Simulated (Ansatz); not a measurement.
# GeH2···CH4: what the fields show

Input file:

```
crystal:
  periodic: [false, false, false]
  atoms:
    - { symbol: Ge, position_ang: [0.0, 0.0, 0.0] }
    - { symbol: C, position_ang: [1.2381, 0.0, 1.7699] }
    - { symbol: H, position_ang: [0.2385, -0.3092, 2.1404] }
    - { symbol: H, position_ang: [2.0057, -0.7111, 2.1404] }
    - { symbol: H, position_ang: [1.4701, 1.0203, 2.1404] }
    - { symbol: H, position_ang: [1.7201, 0.0, 0.3225] }
    - { symbol: H, position_ang: [-0.73, 1.2648, -0.5162] }
    - { symbol: H, position_ang: [-0.73, -1.2648, -0.5162] }
basis:
  gaussian: { orbitals: def2-SVP }
hamiltonian:
  xc: lda
relax:
  f_tol: 0.15
  max_steps: 25
  restrain:
    - { distance: [1, 5], at: 1.11, k: 30.0 }
    - { distance: [0, 1], at: 3.16, k: 30.0 }
    - { distance: [0, 5], at: 2.75, k: 30.0 }
output:
  orbitals: {}
```

Command:

```sh
ansatz run input.yaml --threads 1 --pin off --max-ram 2048MiB --backend cpu --events-out ev --progress --plain --runs-dir out
```

The fields are those of the run's last geometry, not of the input's.

Theory: RKS LDA/def2-SVP in Ansatz 0.2.0.

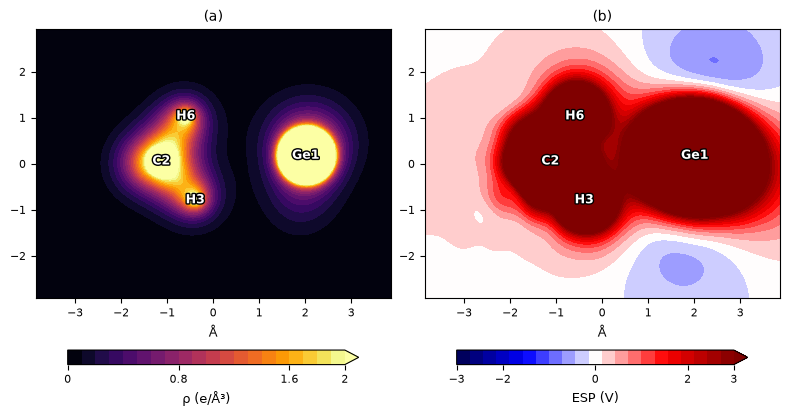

Figure 1. (a) total electron density; (b) molecular electrostatic potential on the plane of atoms H3, C2 and H6.

Question: Describe what can be read from this map.

Answer: The plane passes through Ge, C and H nuclei. Ge1···H3 (2.60 Å): the density falls to about 0.08 e/Å³ on the way. C–H (1.12 Å): the density is about 1.8 e/Å³ at the midpoint. Outside the dense part of the complex the potential is most negative (−0.7 V) near Ge1.

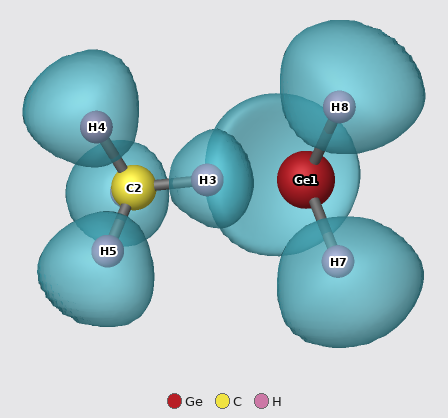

Figure 2. Isosurface of the ELF at 0.9 (cyan), seen at a tilt. Only the valence region is drawn (cores and ρ < 0.01 e/Å³ removed).

Question: Identify the bonds, lone pairs and shells in this picture.

Answer: At this value the surface marks out six regions around hydrogen nuclei and one lobe on Ge, pointing away from the bonds (lone pairs). Profiles from the grid: Ge1···H3 (2.60 Å): the ELF dips to about 0.05 between them. C–H (1.11 Å): the ELF climbs to about 1 towards the hydrogen, as it does in any bond to H: a covalent bond by its length.

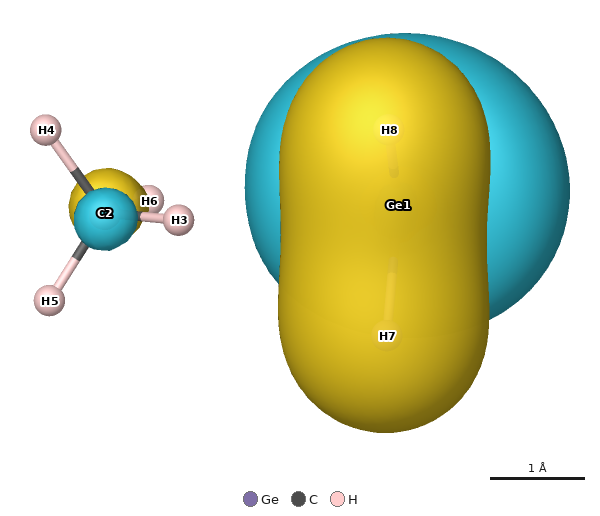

Figure 3. One frontier orbital at ±0.08 Å⁻³ᐟ² (yellow and cyan are the two phases), seen at a tilt.

Question: Which orbital is it: HOMO or LUMO?

Answer: The HOMO, at −5.76 eV. By Hirshfeld shares it lies mainly on Ge1 (about 70 %), H7 (about 15 %) and H8 (about 15 %).
